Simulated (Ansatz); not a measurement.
Single-point calculation, with input and output: Al7Sb6H22 (charge −1)

System: Al7Sb6H22 (Al7Sb6 wurtzite other disc), charge −1.
Method: RKS PBE0-D4/def2-TZVP (Ansatz 0.2.0).

The geometry comes from this level: PBE-D4/def2-SVP. Figures and captions count atoms from 1; the log counts them from 0 in places.

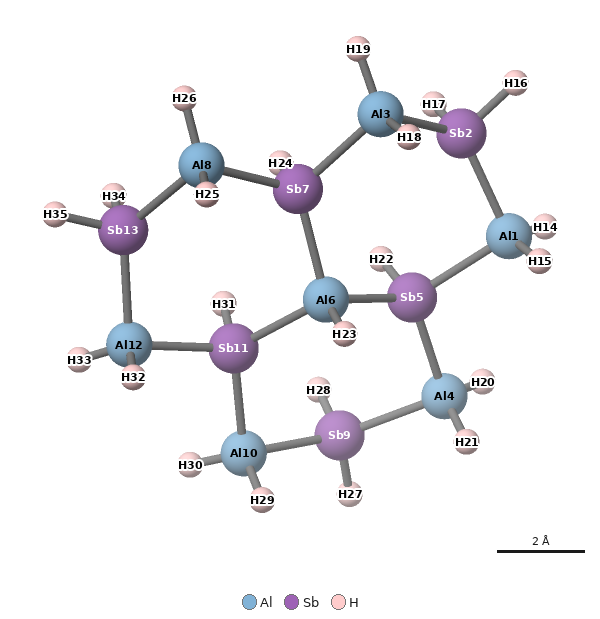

Figure 1. The structure as given in the input (ball-and-stick view, seen at a tilt; atoms are numbered from 1 in the order of the input). Sticks mark near contacts.

**Input file**
```yaml
crystal:
  periodic: [false, false, false]
  atoms:
    - {symbol: Al, position_ang: [-2.184800, -4.078749, -0.405238]}
    - {symbol: Sb, position_ang: [-4.119459, -2.375513, 0.474132]}
    - {symbol: Al, position_ang: [-4.624716, 0.154806, -0.396673]}
    - {symbol: Al, position_ang: [2.178746, -4.081327, -0.407373]}
    - {symbol: Sb, position_ang: [-0.002202, -2.508495, -0.090820]}
    - {symbol: Al, position_ang: [-0.001193, 0.000577, -1.082290]}
    - {symbol: Sb, position_ang: [-2.171067, 1.255519, -0.084056]}
    - {symbol: Al, position_ang: [-2.440692, 3.931516, -0.395298]}
    - {symbol: Sb, position_ang: [4.116117, -2.382381, 0.471844]}
    - {symbol: Al, position_ang: [4.624518, 0.147727, -0.398401]}
    - {symbol: Sb, position_ang: [2.172794, 1.252612, -0.089082]}
    - {symbol: Al, position_ang: [2.446033, 3.927611, -0.404327]}
    - {symbol: Sb, position_ang: [0.004834, 4.755820, 0.473427]}
    - {symbol: H, position_ang: [-2.117883, -5.329898, 0.605615]}
    - {symbol: H, position_ang: [-2.466112, -4.290667, -1.975227]}
    - {symbol: H, position_ang: [-5.610144, -3.234535, 0.590071]}
    - {symbol: H, position_ang: [-3.893543, -2.247404, 2.172573]}
    - {symbol: H, position_ang: [-4.950181, 0.021234, -1.966978]}
    - {symbol: H, position_ang: [-5.672797, 0.838123, 0.616033]}
    - {symbol: H, position_ang: [2.110496, -5.334236, 0.601005]}
    - {symbol: H, position_ang: [2.458054, -4.290608, -1.978293]}
    - {symbol: H, position_ang: [-0.001205, -2.214067, 1.604264]}
    - {symbol: H, position_ang: [-0.003320, 0.001267, -2.686037]}
    - {symbol: H, position_ang: [-1.913512, 1.103510, 1.610151]}
    - {symbol: H, position_ang: [-2.491276, 4.281357, -1.965224]}
    - {symbol: H, position_ang: [-3.552705, 4.498194, 0.620715]}
    - {symbol: H, position_ang: [5.605904, -3.244045, 0.587378]}
    - {symbol: H, position_ang: [3.889838, -2.254546, 2.170408]}
    - {symbol: H, position_ang: [4.952251, 0.013648, -1.968150]}
    - {symbol: H, position_ang: [5.672005, 0.829584, 0.615978]}
    - {symbol: H, position_ang: [1.916071, 1.107048, 1.605884]}
    - {symbol: H, position_ang: [2.489733, 4.276287, -1.974665]}
    - {symbol: H, position_ang: [3.564226, 4.493535, 0.605890]}
    - {symbol: H, position_ang: [0.010134, 4.498213, 2.172787]}
    - {symbol: H, position_ang: [0.005852, 6.477082, 0.589678]}
basis:
  gaussian: {orbitals: def2-TZVP, fitting: {mean_field: def2-universal-jkfit}, initial_orbitals: start.molden}
total_charge: -1
hamiltonian: {xc: pbe0, dispersion: d4}
scf: {omitted_lower_state_checks: [starts]}
output: {forces: true, orbitals: {seedname: orbitals}}
```

Machine: 2 CPU threads, shared host.

Command:
```bash
ansatz run in.yaml --threads 2 --pin off --events-out ev --progress --plain --max-ram 22528MiB --backend cuda --devices 0, --max-vram 18GiB
```

**The program's output**
```
Functional definition: PBE0
  name "PBE0"
  cite "Adamo & Barone, J. Chem. Phys. 110, 6158 (1999) doi:10.1063/1.478522"
  cite "Perdew, Burke & Ernzerhof, Phys. Rev. Lett. 77, 3865 (1996) doi:10.1103/PhysRevLett.77.3865"
  parent pbe
  parameter a = 0.25
  parameter kappa = 0.804
  parameter beta = 0.06672455060314922
  exchange = (1 - a)*pbe_x(kappa = kappa, mu = beta*pi^2/3) + a*exact_x
  correlation = pbe_c(beta = beta)
these checks for a lower state are left out or cut short: starts
2600 factors; integrals over basis functions are off by at most 6.9e-1 eV
mean field evaluation 1: about -85747.9516 eV, gradient 1.4e2 eV
mean field evaluation 2: about -85751.5409 eV, gradient 4.9e0 eV
mean field evaluation 4: about -85751.6535 eV, gradient 1.0e-1 eV
mean field evaluation 8: about -85751.6537 eV, gradient 1.9e-5 eV
mean field -85751.65365264 eV, -3151.3151471760 hartree, gradient 1.9e-5 eV, S^2 0.000000; 0 other end points of the search recorded, 0 dependent functions left out
the calculation of the forces begins
reference -85751.65374781 eV, -3151.3151506735 hartree; 126, 126 occupied and 565, 565 virtual orbitals, 2600 factors
Total energy: -85753.34205315 eV, -3151.3771947504 hartree
Atom 0 at    -2.184800    -4.078749    -0.405238 Å, force    -0.001425    -0.050963    -0.031390 eV/Å
Atom 1 at    -4.119459    -2.375513     0.474132 Å, force    -0.208751    -0.118415     0.323098 eV/Å
Atom 2 at    -4.624716     0.154806    -0.396673 Å, force    -0.041930     0.023282    -0.040186 eV/Å
Atom 3 at     2.178746    -4.081327    -0.407373 Å, force    -0.002467    -0.050976    -0.038296 eV/Å
Atom 4 at    -0.002202    -2.508495    -0.090820 Å, force     0.002875     0.053728     0.267120 eV/Å
Atom 5 at    -0.001193     0.000577    -1.082290 Å, force    -0.000501    -0.000047    -0.079290 eV/Å
Atom 6 at    -2.171067     1.255519    -0.084056 Å, force     0.046189    -0.028412     0.264810 eV/Å
Atom 7 at    -2.440692     3.931516    -0.395298 Å, force    -0.042077     0.022121    -0.035972 eV/Å
Atom 8 at     4.116117    -2.382381     0.471844 Å, force     0.213754    -0.118899     0.326549 eV/Å
Atom 9 at     4.624518     0.147727    -0.398401 Å, force     0.045107     0.022754    -0.038909 eV/Å
Atom 10 at     2.172794     1.252612    -0.089082 Å, force    -0.048224    -0.026279     0.267625 eV/Å
Atom 11 at     2.446033     3.927611    -0.404327 Å, force     0.043204     0.026055    -0.038388 eV/Å
Atom 12 at     0.004834     4.755820     0.473427 Å, force     0.005029     0.251500     0.334980 eV/Å
Atom 13 at    -2.117883    -5.329898     0.605615 Å, force    -0.010407     0.152347    -0.123617 eV/Å
Atom 14 at    -2.466112    -4.290667    -1.975227 Å, force     0.032834     0.024337     0.185793 eV/Å
Atom 15 at    -5.610144    -3.234535     0.590071 Å, force     0.293758     0.169128    -0.035362 eV/Å
Atom 16 at    -3.893543    -2.247404     2.172573 Å, force    -0.031075    -0.019224    -0.333386 eV/Å
Atom 17 at    -4.950181     0.021234    -1.966978 Å, force     0.036933     0.016567     0.187744 eV/Å
Atom 18 at    -5.672797     0.838123     0.616033 Å, force     0.125544    -0.084827    -0.121335 eV/Å
Atom 19 at     2.110496    -5.334236     0.601005 Å, force     0.010502     0.151822    -0.122119 eV/Å
Atom 20 at     2.458054    -4.290608    -1.978293 Å, force    -0.032530     0.023200     0.188011 eV/Å
Atom 21 at    -0.001205    -2.214067     1.604264 Å, force    -0.000685    -0.056964    -0.317066 eV/Å
Atom 22 at    -0.003320     0.001267    -2.686037 Å, force     0.000819     0.001010     0.195648 eV/Å
Atom 23 at    -1.913512     1.103510     1.610151 Å, force    -0.048345     0.031153    -0.316343 eV/Å
Atom 24 at    -2.491276     4.281357    -1.965224 Å, force     0.006464    -0.041085     0.188292 eV/Å
Atom 25 at    -3.552705     4.498194     0.620715 Å, force     0.132077    -0.064858    -0.120706 eV/Å
Atom 26 at     5.605904    -3.244045     0.587378 Å, force    -0.299646     0.173340    -0.035316 eV/Å
Atom 27 at     3.889838    -2.254546     2.170408 Å, force     0.032591    -0.019265    -0.335131 eV/Å
Atom 28 at     4.952251     0.013648    -1.968150 Å, force    -0.037372     0.016449     0.187136 eV/Å
Atom 29 at     5.672005     0.829584     0.615978 Å, force    -0.125680    -0.084908    -0.122058 eV/Å
Atom 30 at     1.916071     1.107048     1.605884 Å, force     0.047806     0.027633    -0.316994 eV/Å
Atom 31 at     2.489733     4.276287    -1.974665 Å, force    -0.004222    -0.040979     0.187149 eV/Å
Atom 32 at     3.564226     4.493535     0.605890 Å, force    -0.136765    -0.066318    -0.121713 eV/Å
Atom 33 at     0.010134     4.498213     2.172787 Å, force    -0.003621     0.034648    -0.341494 eV/Å
Atom 34 at     0.005852     6.477082     0.589678 Å, force     0.000239    -0.348655    -0.038886 eV/Å
Dipole moment:     0.000392    -0.001528     0.770064 e Å
Checks for a lower state left out: starts
```

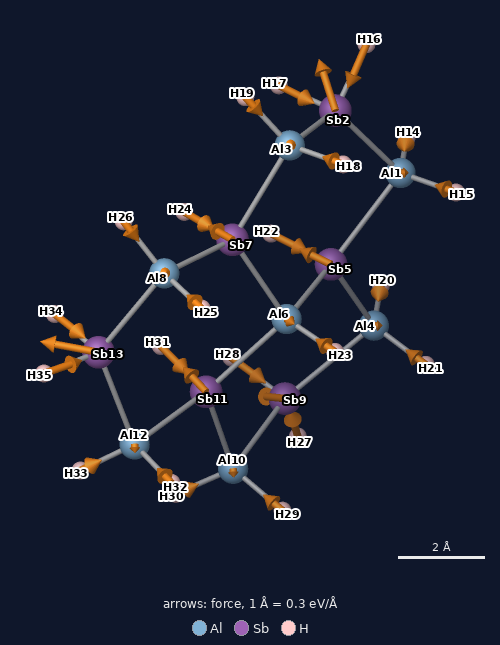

Figure 2. Forces on the atoms as orange arrows (ball-and-stick view, seen at a tilt; atoms are numbered from 1 in the order of the input). The largest act on Sb13 (0.42 eV/Å); Sb9 (0.41 eV/Å); Sb2 (0.40 eV/Å); H27, H35 (0.35 eV/Å), among others. The geometry is not a stationary point of this energy.

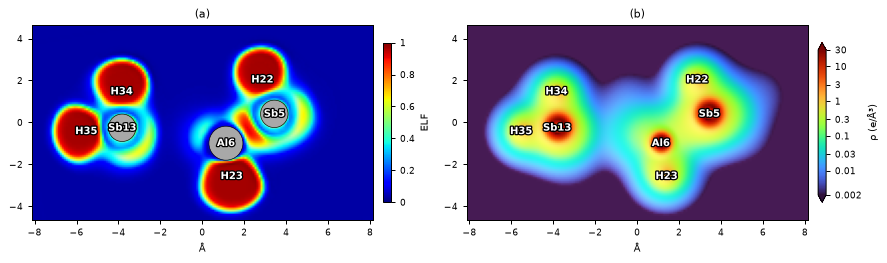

Figure 3. (a) ELF; (b) total electron density on the plane of atoms H34, Sb13 and H35. Grey discs, where drawn, cover atomic cores. Atoms in the plane: Sb, Al and H. Al–H (1.60 Å): ρ at the midpoint is about 0.53 e/Å³; the ELF climbs to about 1 towards the hydrogen, as it does in any bond to H. Sb–H (1.72 Å): ρ is about 1.1 e/Å³ halfway, with its minimum of 0.76 e/Å³ about 1.1 Å from Sb; the ELF climbs to about 1 towards the hydrogen.

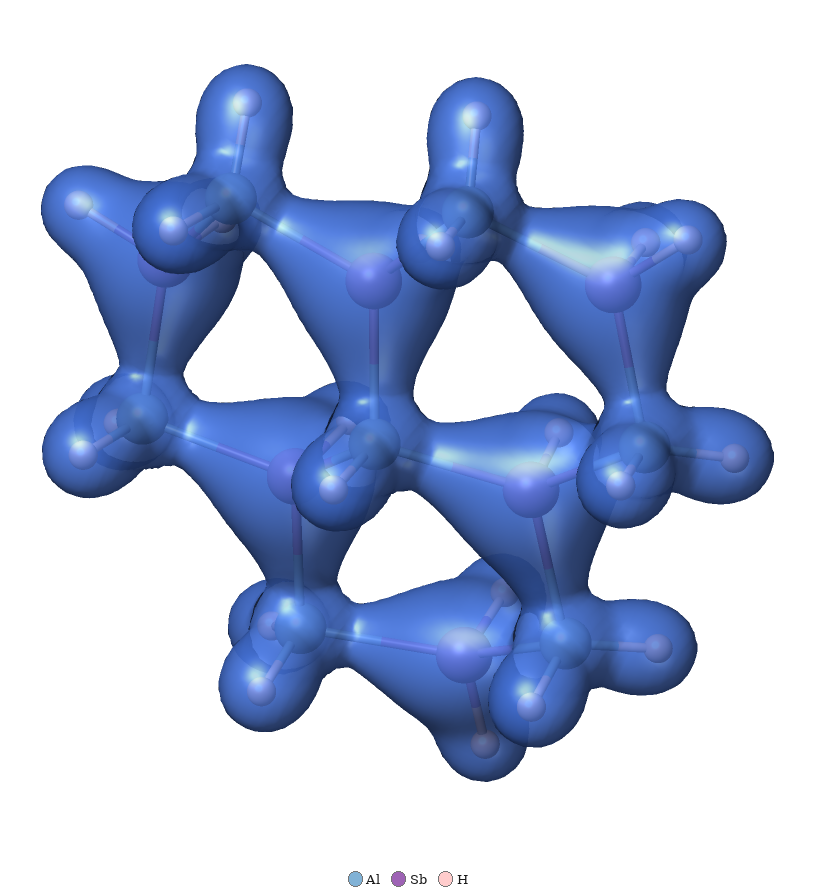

Figure 4. Isosurface of the electron density at 0.2 e/Å³ (blue), seen at a tilt. At this value the surface is in one piece. On the grid the lowest density along these lines, outside the cores, is 0.31 e/Å³ (Al–Sb, 2.70 Å), 0.53 e/Å³ (Al–H, 1.60 Å) and 0.78 e/Å³ (Sb–H, 1.72 Å).

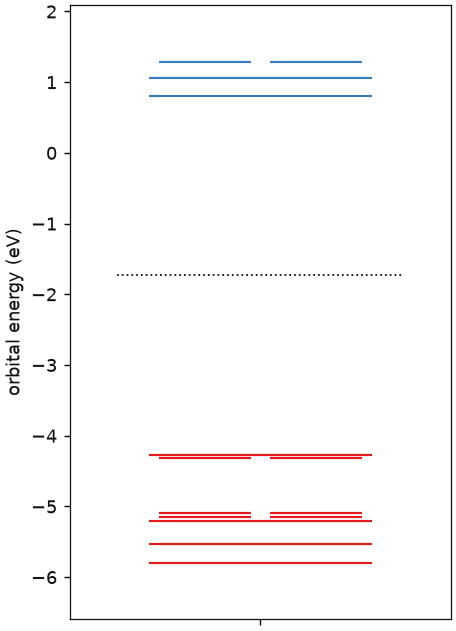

Figure 5. Orbital energies near the frontier; the dotted line parts filled from empty levels, and levels within 0.02 eV of each other stand side by side. Highest filled −4.28 eV, lowest empty 0.81 eV, 5.09 eV apart.

**Key numbers**

- outcome: converged
- total energy: −85753.3421 eV
- mean-field energy: −85751.6537 eV
- dispersion energy: −1.6883 eV
- SCF solution under orbital rotations: stable
- HOMO: −4.28 eV
- LUMO: 0.81 eV
- largest force (length of the vector): 0.419 eV/Å
- wall time: 12 s (CPU time 15 s)
- peak memory: 1.6 GiB
